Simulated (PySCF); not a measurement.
## Electronic structure of CH₈BN₂OSi (SMILES BN[Si](N)OC) (doublet) in real space

```
atom    x (Å)    y (Å)    z (Å)
   B   2.7978  -0.0492  -0.1257
   N   1.5294  -0.6130  -0.1735
  Si   0.0693  -0.0692   0.6151
   N  -0.3065   1.6178   0.5486
   O  -1.0504  -0.8984  -0.2471
   C  -2.4319  -0.8055  -0.1150
   H   2.9523   0.9112   0.5298
   H   3.6765  -0.5226  -0.7415
   H   1.4052  -1.4554  -0.7182
   H   0.3111   2.2559   1.0246
   H  -0.5465   1.9963  -0.3626
   H  -2.8849  -1.0969  -1.0640
   H  -2.7402   0.2104   0.1377
   H  -2.7820  -1.4818   0.6695
```

Geometry: GFN2-xTB.

All numbers below come from UKS B3LYP, pcH-1 on B C H N O Si, non-relativistic, mean-field spin-orbit, GIAO in PySCF.

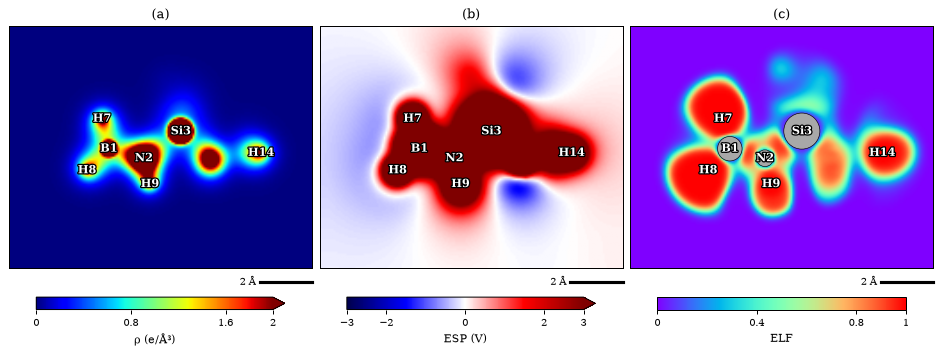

Figure 1. (a) total electron density; (b) electrostatic potential; (c) ELF on the plane of atoms N2, B1 and H7. Grey discs cover the atomic cores in the ELF map.

**What do the fields say about this system?**

Atoms in the plane: B, N, Si and H.
B–N (1.39 Å): ρ at the midpoint is about 2 e/Å³; the ELF peaks at about 0.90 between the atoms; a short, strongly polar bond.
Si–N (1.75 Å): ρ at the midpoint is about 1.1 e/Å³; the ELF peaks at about 0.95 between the atoms: a shared but strongly polarised pair.
N–H (1.01 Å): the density is about 2.8 e/Å³ at the midpoint; the ELF climbs to about 1 towards the hydrogen, as it does in any bond to H; a covalent bond by its length.
B–H (1.17 Å): the density is about 1.3 e/Å³ at the midpoint; the ELF climbs to about 1 towards the hydrogen (an ordinary covalent bond to hydrogen).
The ELF also peaks beside O5, away from the bonds: non-bonding electrons, paired or unpaired.
Outside the dense part of the molecule the potential is most negative (−1.5 V) near O5, which lies off the plane.

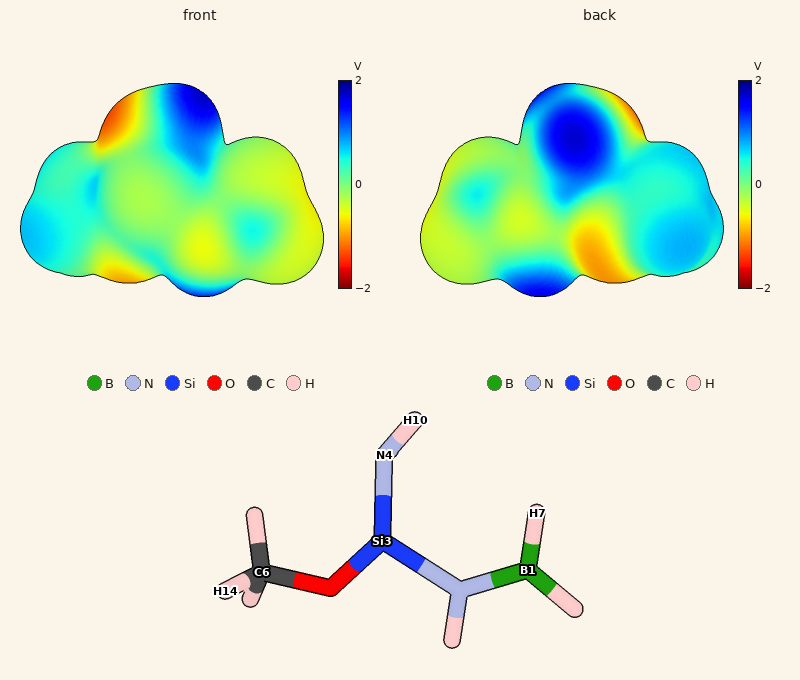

Figure 2. The molecular electrostatic potential painted on the density surface at 0.002 e/bohr³, seen from the front and from behind; red is negative and blue positive. The bare structure is drawn below in the same view.

**Describe the electrostatic potential map.**

The most negative region (about −1.2 V) lies over N4, the most positive (about +1.7 V) over H10 and H11. N4 is the likeliest acceptor of a hydrogen bond.
